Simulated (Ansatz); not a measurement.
# LiY in Pnma, a phase reached by a soft mode: following an unstable mode, part 2 of 3

Aim: this structure of LiY in Pnma, a phase reached by a soft mode is to be tested for unstable modes, and one is followed downhill.

Ansatz 0.2.0; DFT PBEsol, scalar-relativistic, plane waves, PAW.

So far. Step 4 (The mode frozen in, largest atomic shift 0.45 Å): The run ends at a pressure of 0.19 GPa, with forces up to 0.18 eV/Å. Step 5 (Energy along the mode, all amplitudes (two of the runs …): The lowest of the steps tried is at 0.45 Å, 14.0 meV/atom below the parent; the bottom of the well need not coincide with a step.

The structure was built from a prototype and need not be the compound's stable phase.

### 6. Relaxing from the distorted cell

Starting from the lowest point found, all atoms and the cell are let go, so that strain and other modes of the same symmetry can join in.

File input.yaml:

```yaml
crystal:
  lattice:
    - [6.2491676188, 0.0, 0.0]
    - [0.0, 5.1756949123, 0.0]
    - [0.0, 0.0, 6.1871566033]
  atoms:
    - { symbol: Li, position: [0.6222656092, 0.25, 0.5641398367] }
    - { symbol: Li, position: [0.952073895, 0.75, 0.1887258711] }
    - { symbol: Li, position: [0.452073895, 0.75, 0.3112741289] }
    - { symbol: Li, position: [0.1222656092, 0.25, 0.9358601633] }
    - { symbol: "Y", position: [0.6477172991, 0.25, 0.0708976653] }
    - { symbol: "Y", position: [0.8464797505, 0.75, 0.6826462199] }
    - { symbol: "Y", position: [0.3464797505, 0.75, 0.8173537801] }
    - { symbol: "Y", position: [0.1477172991, 0.25, 0.4291023347] }
kpoints:
  mp_grid: { grid: [6, 8, 6] }
hamiltonian:
  xc: pbesol
scf:
  occupations: { method: methfessel_paxton, width: 0.2 }
output:
  forces: true
  stress: true
  eigenvalues: true
  write_density: true
  write_potential: true
  elf: true
  volumetric_format: npy
relax:
  adjacent_minimum: "off"
  f_tol: 0.002
  max_steps: 120
  cell: { stress_tol: 0.03 }
```

The run is started by

```sh
$ ansatz run input.yaml --threads 4 --pin off --max-ram 14336MiB --backend cpu --events-out ev --progress --plain --runs-dir out
```

Numbers of over 12 decimals in the logs are rounded to 6 here.

Log:

```text
[...]
Crystal: 8 atoms, lattice volume = 200.116 Å³
Basis set: ecut = 420 eV, 3901 PW (Γ), exchange–correlation on 90×72×90 points (8 copies of the dense FFT grid, shifted against one another)
Bands: 36, of which v1, the nominal top of the filled ones, is band 28 counted from 1 (27 counted from 0)
Symmetry: 4 space group operations
[...]
k-points: 80 of 288 (time reversal used)
[...]
SCF iter   1: F=—  HF=-15990.678175 eV  |F-HF|=—  |Δ(HF+E_count)|=         —  Δρ=4.00e-3  dr2=8.26e-2  ethr=1.77e-3  ⟨swp⟩=6.6  Hψ=12945  notcnv=0
[...]
SCF iter   7: F=-15990.669549 eV  HF=-15990.669549 eV  |F-HF|=5.82e-9  |Δ(HF+E_count)|=   6.67e-8  S|Δr|=    0.00e0  Δρ=2.56e-6  dr2=1.82e-8  ethr=1.79e-10  ⟨swp⟩=9.3  Hψ=17765  notcnv=0
SCF 1 converged in 7 iterations: F = -15990.669549 eV  dr2 = 1.82e-8
[...]
relax step   1: F+E_penalty+E_count = -15990.66954914 eV  Δ(F+E_penalty+E_count) = +0.000e0 eV  max|allowed force component| = 1.597e-1 eV/Å  Δτ_max = 0.0000 Å  P = +0.189 GPa  Ω = 200.116 Å³  (7 SCF iters, dr2 threshold 1.00e-7 eV, accepted)
Crystal: 8 atoms, lattice volume = 202.260 Å³
Basis set: ecut = 420 eV, 3973 PW (Γ), exchange–correlation on 90×72×90 points (8 copies of the dense FFT grid, shifted against one another)
[...]
iter 1 solved again at ethr=6.51e-4 eV; its pass at ethr=3.10e-3 eV (dr2=3.65e-1 eV) is discarded
[...]
SCF iter   6: F=-15990.684629 eV  HF=-15990.684630 eV  |F-HF|=1.12e-7  |Δ(HF+E_count)|=   1.75e-6  S|Δr|=    0.00e0  Δρ=9.09e-6  dr2=2.88e-7  ethr=1.43e-9  ⟨swp⟩=9.3  Hψ=21183  notcnv=0
SCF 2 converged in 6 iterations: F = -15990.684629 eV  dr2 = 2.88e-7
relax step   2: F+E_penalty+E_count = -15990.68462948 eV  Δ(F+E_penalty+E_count) = -1.508e-2 eV  max|allowed force component| = 2.058e-1 eV/Å  Δτ_max = 0.1054 Å  P = +0.060 GPa  Ω = 202.260 Å³  energy of the carried Pulay correction = -4.514e-5 eV  (6 SCF iters, dr2 threshold 8.00e-7 eV, accepted)
Crystal: 8 atoms, lattice volume = 202.068 Å³
Basis set: ecut = 420 eV, 3965 PW (Γ), exchange–correlation on 90×72×90 points (8 copies of the dense FFT grid, shifted against one another)
[...]
SCF iter   6: F=-15990.710881 eV  HF=-15990.710881 eV  |F-HF|=1.24e-8  |Δ(HF+E_count)|=   2.09e-7  S|Δr|=    0.00e0  Δρ=3.09e-6  dr2=3.41e-8  ethr=1.43e-9  ⟨swp⟩=10.3  Hψ=19517  notcnv=0
SCF 3 converged in 6 iterations: F = -15990.710881 eV  dr2 = 3.41e-8
relax step   3: F+E_penalty+E_count = -15990.71088067 eV  Δ(F+E_penalty+E_count) = -2.625e-2 eV  max|allowed force component| = 3.030e-2 eV/Å  Δτ_max = 0.0469 Å  P = +0.013 GPa  Ω = 202.068 Å³  energy of the carried Pulay correction = -4.113e-5 eV  (6 SCF iters, dr2 threshold 8.00e-7 eV, accepted)
[...]
relax step   4: F+E_penalty+E_count = -15990.71502741 eV  Δ(F+E_penalty+E_count) = -4.147e-3 eV  max|allowed force component| = 2.849e-2 eV/Å  Δτ_max = 0.0281 Å  P = +0.004 GPa  Ω = 202.263 Å³  energy of the carried Pulay correction = -4.520e-5 eV  (6 SCF iters, dr2 threshold 5.74e-8 eV, accepted)
[...]
relax step   5: F+E_penalty+E_count = -15990.71637015 eV  Δ(F+E_penalty+E_count) = -1.343e-3 eV  max|allowed force component| = 4.017e-3 eV/Å  Δτ_max = 0.0258 Å  P = +0.005 GPa  Ω = 202.512 Å³  energy of the carried Pulay correction = -5.039e-5 eV  (6 SCF iters, dr2 threshold 5.07e-8 eV, accepted)
[...]
relax step   6: F+E_penalty+E_count = -15990.71653483 eV  Δ(F+E_penalty+E_count) = -1.647e-4 eV  max|allowed force component| = 6.358e-3 eV/Å  Δτ_max = 0.0118 Å  P = +0.026 GPa  Ω = 202.351 Å³  energy of the carried Pulay correction = -4.705e-5 eV  (7 SCF iters, dr2 threshold 5.04e-9 eV, accepted)
[...]
relax step   7: F+E_penalty+E_count = -15990.71660955 eV  Δ(F+E_penalty+E_count) = -7.471e-5 eV  max|allowed force component| = 2.256e-3 eV/Å  Δτ_max = 0.0087 Å  P = +0.008 GPa  Ω = 202.463 Å³  energy of the carried Pulay correction = -4.938e-5 eV  (6 SCF iters, dr2 threshold 2.54e-9 eV, accepted)
[...]
relax step   8: F+E_penalty+E_count = -15990.71661404 eV  Δ(F+E_penalty+E_count) = -4.494e-6 eV  max|allowed force component| = 6.853e-4 eV/Å  Δτ_max = 0.0011 Å  P = -0.002 GPa  Ω = 202.538 Å³  energy of the carried Pulay correction = -5.093e-5 eV  (6 SCF iters, dr2 threshold 3.18e-10 eV, accepted)
[...]
SCF iter   1: F=—  HF=-15990.716688 eV  |F-HF|=—  |Δ(HF+E_count)|=         —  Δρ=4.38e-5  dr2=9.02e-8  ethr=4.42e-6  ⟨swp⟩=2.9  Hψ=18310  notcnv=0
eigensolver tolerance schedule: the retry pair's looser diagonalisation over-reported the residual by 27427.89 of it (diagonalisation noise at an unbounded share of the residual, at the tolerance the schedule requests for it); recorded, not acted on — ethr = c·dr2/N_el stays at c = 1.0e-1
SCF iter   2: F=—  HF=-15990.716659 eV  |F-HF|=—  |Δ(HF+E_count)|=   2.91e-5  S|Δr|=    0.00e0  Δρ=2.22e-5  dr2=2.47e-8  ethr=1.61e-10  ⟨swp⟩=3.1  Hψ=6127  notcnv=0
[...]
SCF iter   6: F=-15990.716656 eV  HF=-15990.716656 eV  |F-HF|=0.00e0  |Δ(HF+E_count)|=  7.28e-12  S|Δr|=    0.00e0  Δρ=2.97e-8  dr2=3.22e-12  ethr=1.00e-12  ⟨swp⟩=5.8  Hψ=11265  notcnv=0
SCF 9 converged in 6 iterations: F = -15990.716656 eV  dr2 = 3.22e-12
relax step   9: F+E_penalty+E_count = -15990.71665592 eV  Δ(F+E_penalty+E_count) = -4.188e-5 eV  max|allowed force component| = 6.864e-4 eV/Å  Δτ_max = 0.0000 Å  P = -0.003 GPa  Ω = 202.538 Å³  stress off target by 4.86e-3 GPa  SCF on the basis re-selected at this cell (its energy is not comparable with the rows above)  (6 SCF iters)
basis re-selected at this cell: Δ(F+E_penalty+E_count) = -4.188e-5 eV, ΔP = -0.000 GPa vs the last step (what re-selecting the basis moved, of the pressure what is left beyond the Pulay correction that the steps carried, after the strain that the cell walked since its last selection, with what the two solves' SCF thresholds leave and, on support functions, any second-order correction that the steps lacked; it is no m [...]
SCF converged after 6 iterations
[...]
Free energy (F): -15990.716656 eV
[...]
Internal energy: -15990.718329 eV  (E = F + TS)
E sigma→0 (E₀):  -15990.717074 eV
Entropy (-TS):   0.001673 eV (0.209 meV/atom)
Fermi energy:    6.434578 eV
[...]
--- Forces (eV/Å), atoms counted from 1 ---
  atom   1  Li    -0.00041187     0.00000000     0.00030422
  atom   2  Li     0.00014356    -0.00000000     0.00030799
  atom   3  Li     0.00014356     0.00000000    -0.00030799
  atom   4  Li    -0.00041187     0.00000000    -0.00030422
  atom   5  Y     -0.00021110     0.00000000    -0.00068636
  atom   6  Y      0.00047939     0.00000000    -0.00053629
  atom   7  Y      0.00047939     0.00000000     0.00053629
  atom   8  Y     -0.00021110    -0.00000000     0.00068636
  max |Σ_I F_I| component: 6.35e-8 eV/Å
--- Stress (GPa, compression-positive) ---
       -0.004856      -0.000000      -0.000000
       -0.000000      -0.002930      -0.000000
       -0.000000      -0.000000      -0.000330
  P = ⅓ Tr σ = -0.0027 GPa (-0.027 kbar)
--- Band table (eV; the first three rows and the last of 80) ---
  k-point 0: bands = [... 24 lower, 5.5508, 5.7461, 6.0114, 6.2825, 6.3897, 6.8408, 6.9531, 7.3292, ... 4 higher]
  k-point 1: bands = [... 24 lower, 5.6094, 5.9447, 6.0100, 6.2369, 6.5058, 6.7136, 6.9946, 7.2820, ... 4 higher]
  k-point 2: bands = [... 24 lower, 5.6093, 5.8353, 6.2263, 6.3620, 6.6136, 6.6222, 6.8177, 7.3328, ... 4 higher]
  k-point 79: bands = [... 24 lower, 5.5989, 5.5989, 5.6859, 5.6859, 6.9247, 6.9247, 7.0061, 7.0061, ... 4 higher]
--- Relaxed structure (8 steps of the walk, 8 accepted, 1 SCFs on fresh bases) ---
  F+E_penalty+E_count = -15990.71665592 eV   max|allowed force component| = 6.864e-4 eV/Å   (the final SCF, on the basis selected at the relaxed cell)
  cell:  # Å, volume = 202.5377 Å³
    - [6.313846, 0.0, 0.0]
    - [0.0, 5.093832, 0.0]
    - [0.0, 0.0, 6.297485]
  atoms:
    - { symbol: Li, position: [0.614740, 0.25, 0.558661] }
    - { symbol: Li, position: [0.969497, 0.750000, 0.193635] }
    - { symbol: Li, position: [0.469497, 0.750000, 0.306365] }
    - { symbol: Li, position: [0.114740, 0.25, 0.941339] }
    - { symbol: Y, position: [0.645741, 0.25, 0.059323] }
    - { symbol: Y, position: [0.838558, 0.750000, 0.700937] }
    - { symbol: Y, position: [0.338558, 0.750000, 0.799063] }
    - { symbol: Y, position: [0.145741, 0.25, 0.440677] }
```

Elapsed: 2.2 min, on 4 threads of Arm Neoverse V1, shared host; peak memory 0.79 GiB; 8.7 min of CPU time.

Relaxation path:

| step | energy less that of the first step (eV) | largest force component (eV/Å) | pressure (GPa) | volume (Å³) |
| --- | --- | --- | --- | --- |
| 1 | 0.0000 | 0.1597 | 0.19 | 200.12 |
| 2 | -0.0151 | 0.2058 | 0.06 | 202.26 |
| 3 | -0.0413 | 0.0303 | 0.01 | 202.07 |
| 4 | -0.0455 | 0.0285 | 0.00 | 202.26 |
| 5 | -0.0468 | 0.0040 | 0.01 | 202.51 |
| 6 | -0.0470 | 0.0064 | 0.03 | 202.35 |
| 7 | -0.0471 | 0.0023 | 0.01 | 202.46 |
| 8 | -0.0471 | 0.0007 | 0.00 | 202.54 |
| 9* | -0.0471 | 0.0007 | 0.00 | 202.54 |

Relaxation steps marked * repeat the geometry before them on a plane-wave basis chosen anew for their cell, so energy and pressure can jump there.

The run keeps the 4 symmetry operations that it works with, so distortions that break them were not tested.

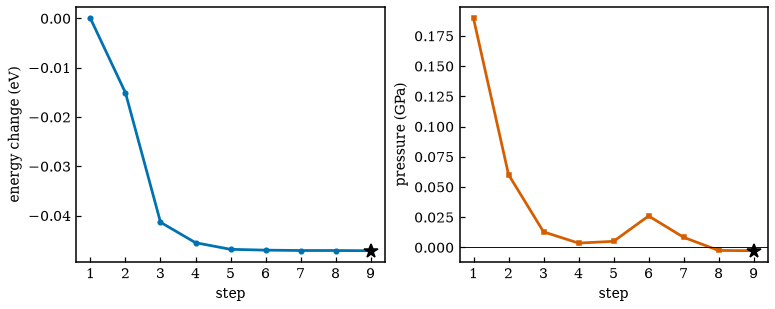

Energy and pressure along the relaxation. Stars mark steps on a basis chosen anew.

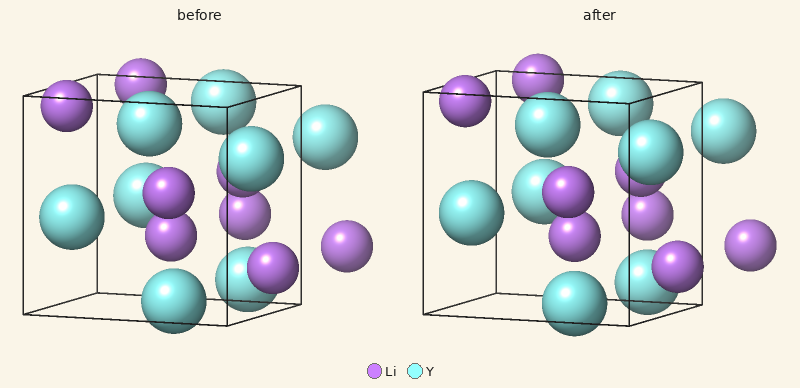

The structure before and after the relaxation, drawn at the same scale.

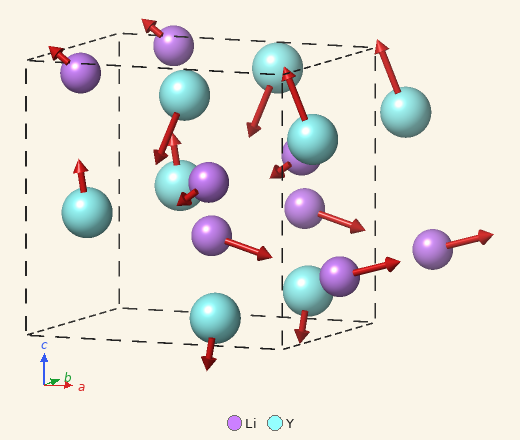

Displacements in the relaxation, exaggerated, measured against the changing cell; the longest in the cell stands for 0.13 Å. 1×2×1 cells are drawn.

| cell as run | before | after | change |
| --- | --- | --- | --- |
| a (Å) | 6.249 | 6.314 | +1.0 % |
| b (Å) | 5.176 | 5.094 | -1.6 % |
| c (Å) | 6.187 | 6.297 | +1.8 % |
| volume (Å³/atom) | 25.01 | 25.32 | +1.2 % |

The atoms that moved most (Å, as changes of fractional coordinates times the final cell):

| atom | dx | dy | dz | length |
| --- | --- | --- | --- | --- |
| Y6 | -0.050 | 0.000 | 0.115 | 0.126 |
| Y7 | -0.050 | 0.000 | -0.115 | 0.126 |
| Li3 | 0.110 | 0.000 | -0.031 | 0.114 |
| Li2 | 0.110 | 0.000 | 0.031 | 0.114 |
| Y8 | -0.012 | 0.000 | 0.073 | 0.074 |
| Y5 | -0.012 | 0.000 | -0.073 | 0.074 |
| Li1 | -0.048 | 0.000 | -0.035 | 0.059 |
| Li4 | -0.048 | 0.000 | 0.035 | 0.059 |

Final coordinates:

```xyz
8
Lattice="6.3138 0.0000 0.0000 0.0000 5.0938 0.0000 0.0000 0.0000 6.2975" Properties=species:S:1:pos:R:3 pbc="T T T"
Li    3.8814    1.2735    3.5182
Li    6.1213    3.8204    1.2194
Li    2.9643    3.8204    1.9293
Li    0.7244    1.2735    5.9281
Y     4.0771    1.2735    0.3736
Y     5.2945    3.8204    4.4141
Y     2.1376    3.8204    5.0321
Y     0.9202    1.2735    2.7752
```

Numbers from this step:

```
pressure        : -0.002705 GPa
volume per atom : 25.32 Å³
```

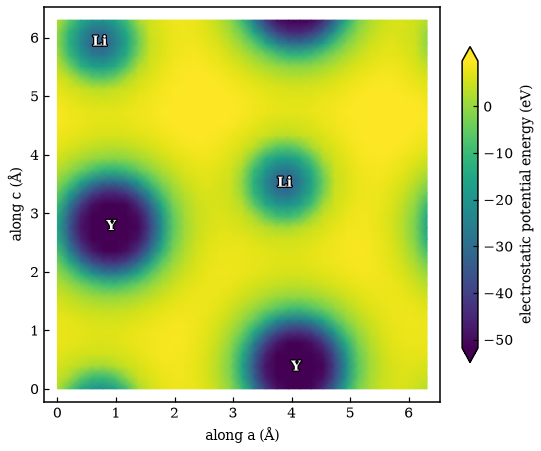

Electrostatic potential energy in the ac plane at fractional y = 0.250, with atoms of Li and Y within 0.2 Å of it. With pseudopotentials it is smooth inside the atoms' cores, unlike the true potential.

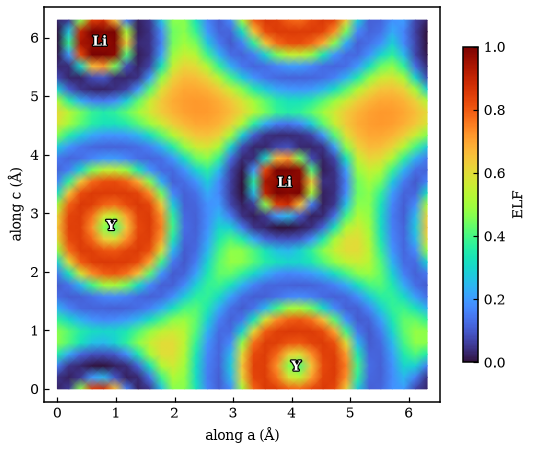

ELF in the ac plane at fractional y = 0.250, with atoms of Li and Y within 0.2 Å of it. It is the smooth field of the valence electrons, not physical close to the nuclei.

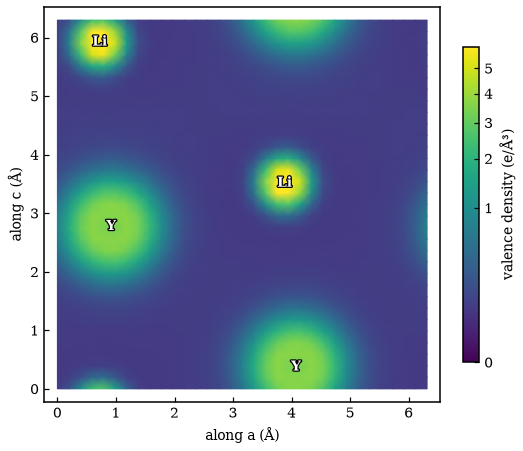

Valence density in the ac plane at fractional y = 0.250, with atoms of Li and Y within 0.2 Å of it. It is the smooth field of the valence electrons, not physical close to the nuclei. The colour scale is stretched toward low values.

The distorted start has space group Pmc2_1; the relaxation ends in Pmc2_1.

### 7. The new phase in its own primitive cell

The relaxed structure is symmetrised, reduced to its primitive cell and relaxed tightly, as its phonons need.

File input.yaml:

```yaml
crystal:
  lattice:
    - [5.0938320333, 0.0, 0.0]
    - [0.0, 6.2974852992, 0.0]
    - [0.0, 0.0, 6.3138460023]
  atoms:
    - { symbol: Li, position: [0.0, 0.3086609695, 0.6147398568] }
    - { symbol: Li, position: [0.5, 0.9436345848, 0.9694967093] }
    - { symbol: Li, position: [0.5, 0.0563654152, 0.4694967093] }
    - { symbol: Li, position: [0.0, 0.6913390305, 0.1147398568] }
    - { symbol: "Y", position: [0.0, 0.8093226268, 0.645741496] }
    - { symbol: "Y", position: [0.5, 0.4509370382, 0.8385584917] }
    - { symbol: "Y", position: [0.5, 0.5490629618, 0.3385584917] }
    - { symbol: "Y", position: [0.0, 0.1906773732, 0.145741496] }
kpoints:
  mp_grid: { grid: [8, 6, 6] }
hamiltonian:
  xc: pbesol
scf:
  occupations: { method: methfessel_paxton, width: 0.2 }
output:
  forces: true
  stress: true
  eigenvalues: true
relax:
  adjacent_minimum: "off"
  f_tol: 0.001
  max_steps: 60
  cell: { stress_tol: 0.01 }
```

Log:

```text
[...]
Crystal: 8 atoms, lattice volume = 202.538 Å³
Basis set: ecut = 420 eV, 3969 PW (Γ), exchange–correlation on 72×90×90 points (8 copies of the dense FFT grid, shifted against one another)
Bands: 36, of which v1, the nominal top of the filled ones, is band 28 counted from 1 (27 counted from 0)
Symmetry: 4 space group operations
[...]
k-points: 80 of 288 (time reversal used)
[...]
- { symbol: Li, position: [0.500000, 0.9436345848, 0.9694967093] }
    - { symbol: Li, position: [0.500000, 0.056365, 0.469497] }
    - { symbol: Li, position: [0.0, 0.6913390305, 0.1147398568] }
    - { symbol: Y, position: [0.0, 0.8093226268, 0.645741496] }
    - { symbol: Y, position: [0.500000, 0.450937, 0.838558] }
    - { symbol: Y, position: [0.500000, 0.5490629618, 0.338558] }
    - { symbol: Y, position: [0.0, 0.1906773732, 0.145741496] }
[key lines of the parts left out:]
SCF converged after 7 iterations
Free energy (F): -15990.716656 eV
Fermi energy:    6.434577 eV
P = ⅓ Tr σ = -0.0027 GPa (-0.027 kbar)
```

It took 31 s on 4 threads; peak memory 0.78 GiB.

Little changed from the start: no atom moved by 0.005 Å and no cell edge by 0.1 %.

This step gave:

* pressure: -0.002707 GPa

The largest force component left is 0.69 meV/Å and the pressure is -0.003 GPa, within the tolerances set. The cell now holds 25.32 Å³/atom.

(Continued in part 3 of 3.)

[Logs are printed without paths, hosts, clocks, repeated set-up lines and the standing remarks that a program may print on its own settings, such as how far it seeks lower states.]

[Hosts, paths, dates, database ids (printed as entryN), source tags and the programs' standing remarks are cut or masked in the printed files.]
